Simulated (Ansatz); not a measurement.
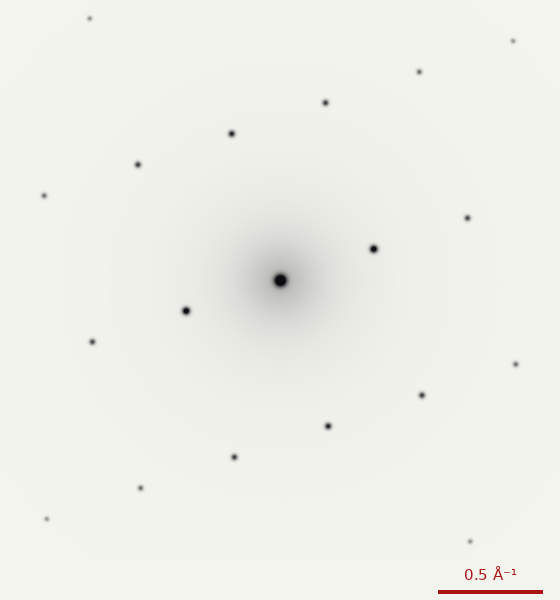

Computed electron diffraction pattern, 200 kV, single scattering only, B = 0.5 Å².

It belongs to Ru, space group P6_3/mmc (No. 194), a = 2.69 Å, c = 4.20 Å (hexagonal axes). Structure: the input geometry of an electronic-structure calculation (not necessarily at equilibrium).

### Measure the pattern against the scale bar and name the zone.

The spots form a rectangular net whose two shortest vectors correspond to d = 2.10 Å and 1.35 Å, 90.0° apart. They index as 0 0 2 and 1 -2 0, so the zone axis is [210] (or an equivalent direction of <210>). The zone [212] gives nearly the same net, so geometry alone does not settle it; this pattern was computed for [210].

### Which reflections of this zone are missing, and why?

A glide plane extinguishes reflections such as 1 -2 -1, 1 -2 1, 1 -2 -3; a screw axis and a glide plane both extinguish reflections such as 0 0 1, 0 0 3, 0 0 5.
